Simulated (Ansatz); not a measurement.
System: H2···CH5OSi (doublet).

```yaml
atoms:
  - { symbol: H, position_ang: [-0.5634, 1.6356, -2.1265] }
  - { symbol: C, position_ang: [0.2660, -0.6923, -0.9617] }
  - { symbol: O, position_ang: [-0.3099, -1.0719, 0.2167] }
  - { symbol: Si, position_ang: [-0.0247, -0.3244, 1.7192] }
  - { symbol: H, position_ang: [-0.7161, 2.2902, -2.5021] }
  - { symbol: H, position_ang: [-0.0534, -1.2693, -1.8415] }
  - { symbol: H, position_ang: [1.2487, -0.1884, -0.9430] }
  - { symbol: H, position_ang: [-0.5838, 1.0676, 1.7273] }
  - { symbol: H, position_ang: [1.4527, -0.2674, 1.9846] }
  - { symbol: H, position_ang: [-0.7162, -1.1797, 2.7270] }
```

Method: Ansatz 0.2.0, UKS BLYP-D4/def2-SVP.

What can the converged electron density, electron localisation function and spin density tell about the bonding?

C–O (1.37 Å): ρ at the midpoint is about 2.2 e/Å³, with its minimum of 1.8 e/Å³ about 0.5 Å from C; the ELF peaks at about 0.90 between the atoms: a polar covalent bond.
Si–O (1.70 Å): ρ at the midpoint is about 0.97 e/Å³; the ELF peaks at about 0.90 between the atoms; a polar covalent bond.
C–H (1.10 Å): ρ is about 1.9 e/Å³ halfway; the ELF climbs to about 1 towards the hydrogen, as it does in any bond to H (an ordinary covalent bond to hydrogen).
Si–H (1.49 Å): ρ at the midpoint is about 0.77 e/Å³; the ELF climbs to about 1 towards the hydrogen.
The unpaired spin (1 electron) lies mostly on C2 (about 0.7) and O3 (about 0.2), in electrons by Hirshfeld's partition.

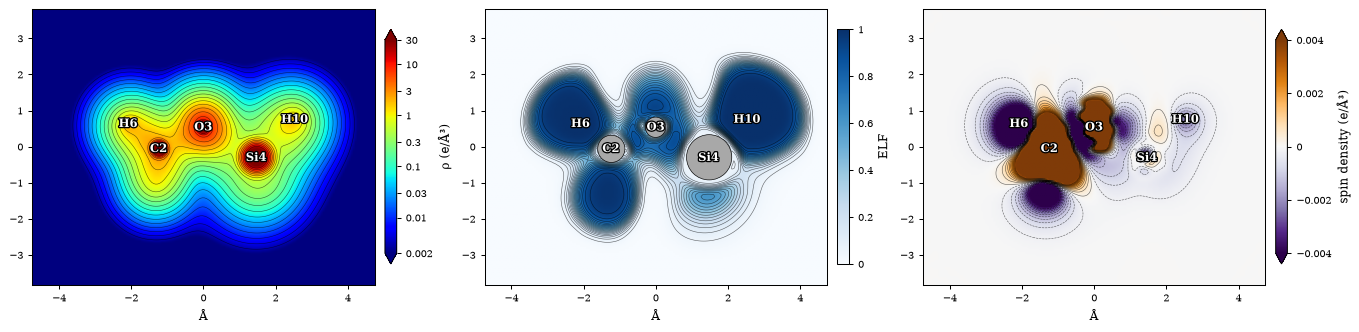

Computed electron density, electron localisation function and spin density on the plane of atoms O3, C2 and H6, in this order. Grey discs cover the atomic cores in the ELF map. 
